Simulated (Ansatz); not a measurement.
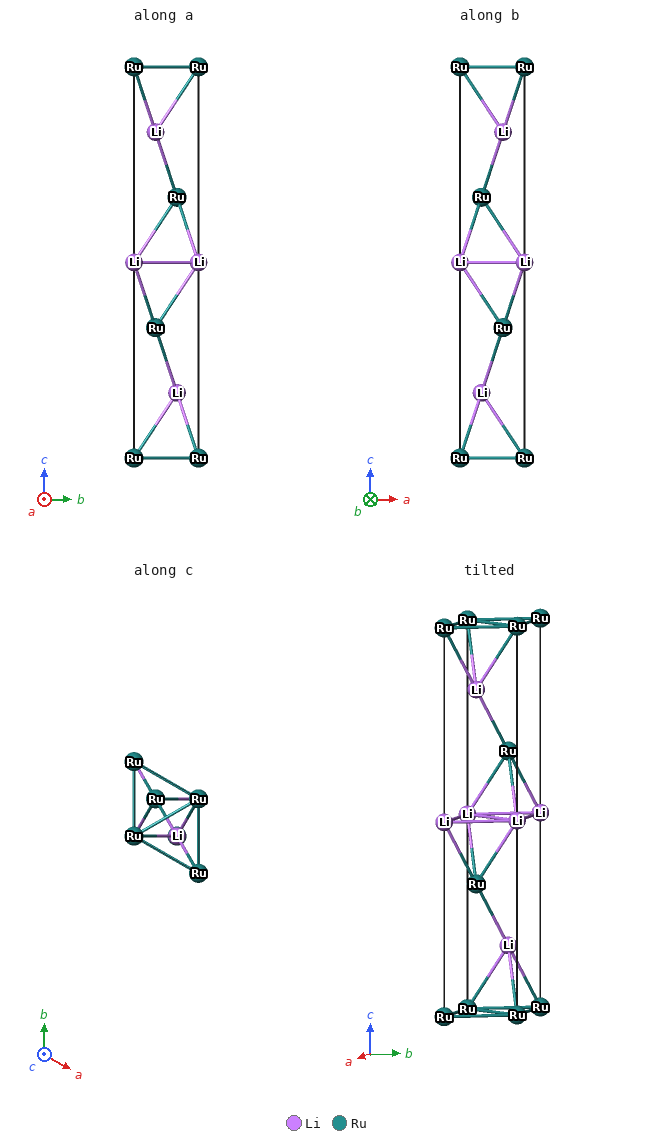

Shown here is a ball-and-stick view of the crystal, taken along the a axis, along the b axis, along the c axis and slightly off an axis. Thin lines show the conventional unit cell, with boundary atoms drawn in all their periodic places.

Lattice parameters: a = 2.617 Å, b = 2.617 Å, c = 13.750 Å, α = 90.00°, β = 90.00°, γ = 120.00°. Put a along x and b in the xy plane.

### From the views, write a POSCAR file.

```
Li Ru
1.0
     2.617    0.000    0.000
    -1.309    2.266    0.000
     0.000    0.000   13.750
Li Ru
3 3
Direct
  0.6667 0.3333 0.8333
  0.3333 0.6667 0.1667
  0.0000 0.0000 0.5000
  0.0000 0.0000 0.0000
  0.6667 0.3333 0.3333
  0.3333 0.6667 0.6667
```

The initial geometry was a structure type filled with these elements by a generator (whether the compound takes this form wasn't checked). What is shown is the relaxed result from DFT PBE, scalar-relativistic, plane waves, PAW (Ansatz 0.2.0).
